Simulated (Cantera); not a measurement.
Charge: 1 mol CH3Cl, 0.064 mol F2, 0.082 mol Si, held at 1202 °C.

Cantera equilibrium calculation (NASA polynomials, part measured and part estimated; ideal gas, pure solids and liquids). Candidate condensed phases: C, C6H6, C7H8, C8H18, Si, SiC; 143 gas species. The tables' values for SiCl3, SiF3, SiF2, SiF are old estimates; treat these amounts as uncertain. The numbers say what is thermodynamically allowed, not how fast it happens.

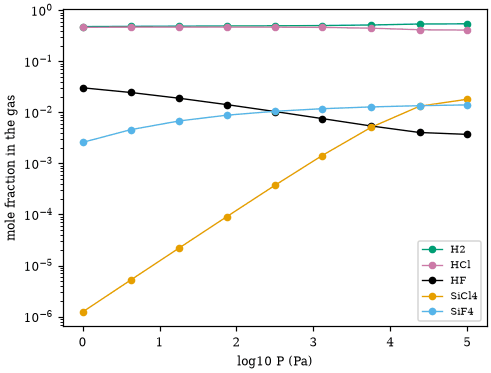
Equilibrium gas composition (values under 1e-9 drawn at 1e-9)

From 1.00 Pa to 5600 Pa the condensed part is C(graphite) + SiC(s). From 24000 Pa to 100000 Pa the condensed part is C(graphite). The main Si-bearing gas is SiCl2 at 1.00 Pa and SiCl4 at 100000 Pa.
